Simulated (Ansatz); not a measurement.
```xyz
4

O    -0.0584   -0.9621    1.3374
Ge   -0.0007   -0.0093    0.0135
H    -1.1355    0.0677   -1.0271
H     1.1947    0.9037   -0.3239
```

Geometry: PBE0-D4/def2-TZVP.

These are results of RKS PBE0-D4/def2-TZVPP in Ansatz, not measurements.

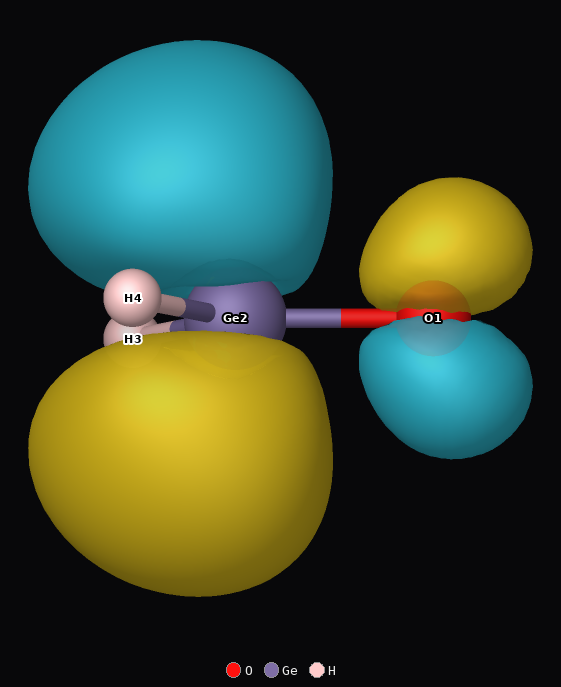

GeH₂O (SMILES [O]=[GeH2]). The LUMO at ±0.1 Å⁻³ᐟ² (yellow and cyan are the two phases), seen from one side.

### Where does this orbital lie, and at what energy?

It lies mainly on Ge2 (about 70 %) and O1 (about 20 %); it changes sign across the molecular plane (π type). Its energy is −2.38 eV.
